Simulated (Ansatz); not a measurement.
## Electronic structure of AlClH···HF (doublet) in real space

Input file:

```
crystal:
  periodic: [false, false, false]
  atoms:
    - { symbol: Al, position_ang: [0.0, 0.0, 0.0] }
    - { symbol: H, position_ang: [0.0, 0.0, 1.81] }
    - { symbol: H, position_ang: [1.351, 0.0, -0.78] }
    - { symbol: Cl, position_ang: [-1.9312, 0.0, -1.115] }
    - { symbol: F, position_ang: [0.0, 0.0, 3.03] }
magnetization:
  spin_polarized: true
  initial_magnetization: 1
basis:
  gaussian: { orbitals: cc-pVDZ }
hamiltonian:
  xc: pbe0
relax:
  f_tol: 0.15
  max_steps: 25
  restrain:
    - { distance: [1, 4], at: 0.92, k: 30.0 }
    - { distance: [0, 1], at: 2.76, k: 30.0 }
output:
  orbitals: {}
```

Command:

```sh
ansatz run input.yaml --threads 1 --pin off --max-ram 2048MiB --backend cpu --events-out ev --progress --plain --runs-dir out
```

The fields are those of the run's last geometry, not of the input's.

Method: UKS PBE0/cc-pVDZ (Ansatz).

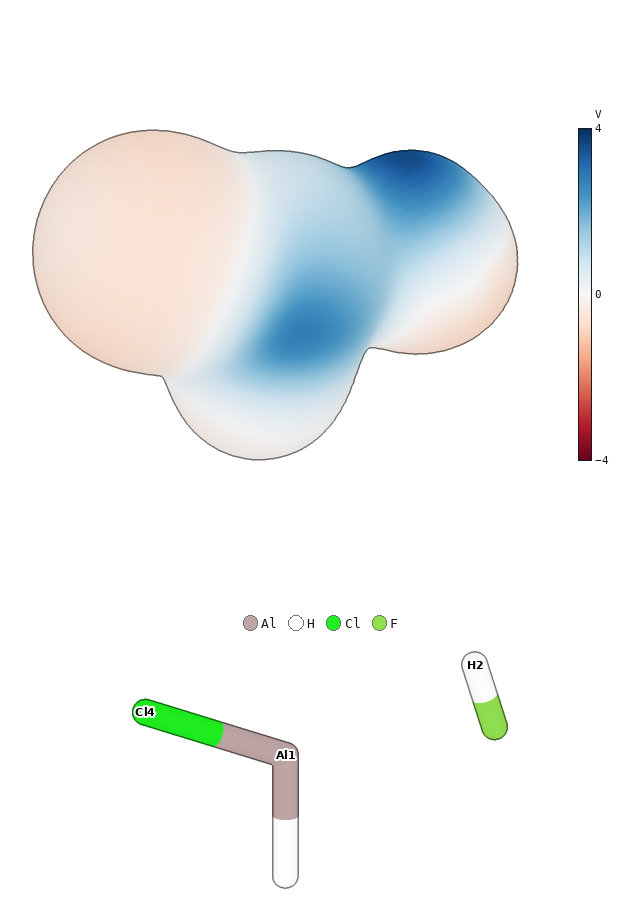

Figure 1. The molecular electrostatic potential painted on the density surface at 0.002 e/bohr³, seen at a tilt; red is negative and blue positive. The bare structure is drawn below in the same view.

Which sites attract a positive test charge, and which a negative one?

A positive charge is drawn to the negative regions and a negative charge to the positive ones. The most negative region (about −0.7 V) lies over F5, the most positive (about +3.5 V) over H2.

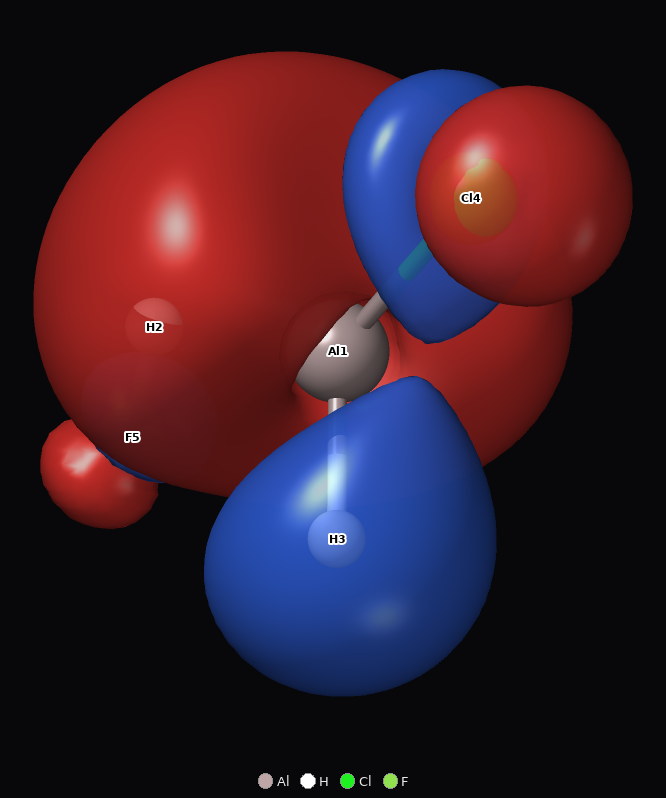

Figure 2. The LUMO (β) at ±0.06 Å⁻³ᐟ² (red and blue are the two phases), seen at an oblique angle.

Describe this orbital and give its energy.

By Hirshfeld shares it lies mainly on Al1 (about 70 %), H3 (about 10 %), Cl4 (about 10 %) and H2 (about 5 %); it is symmetric in the molecular plane (an in-plane orbital: σ, lone-pair or in-plane π type). Its energy is −2.89 eV.

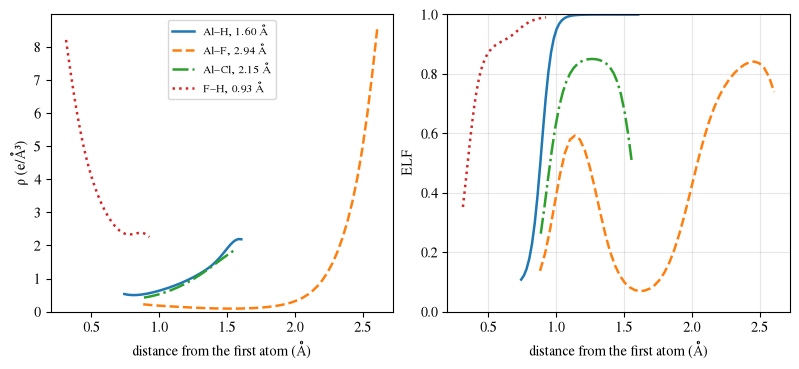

Figure 3. Electron density and electron localisation function along straight lines between neighbouring atoms. The curves leave out the atomic cores.

Compare the contacts.

Al–H (1.60 Å): the density is about 0.5 e/Å³ at the midpoint; the ELF climbs to about 1 towards the hydrogen.
Al1···F5 (2.94 Å): the density falls to about 0.09 e/Å³ on the way; the ELF dips to about 0.05 between them.
Al–Cl (2.15 Å): ρ at the midpoint is about 0.63 e/Å³; the ELF peaks at about 0.85 in the valence shell of Cl, 0.9 Å from its nucleus, and is about 0.75 at the midpoint.
F–H (0.93 Å): ρ is about 4.6 e/Å³ halfway; the ELF climbs to about 1 towards the hydrogen; an ordinary covalent bond to hydrogen.
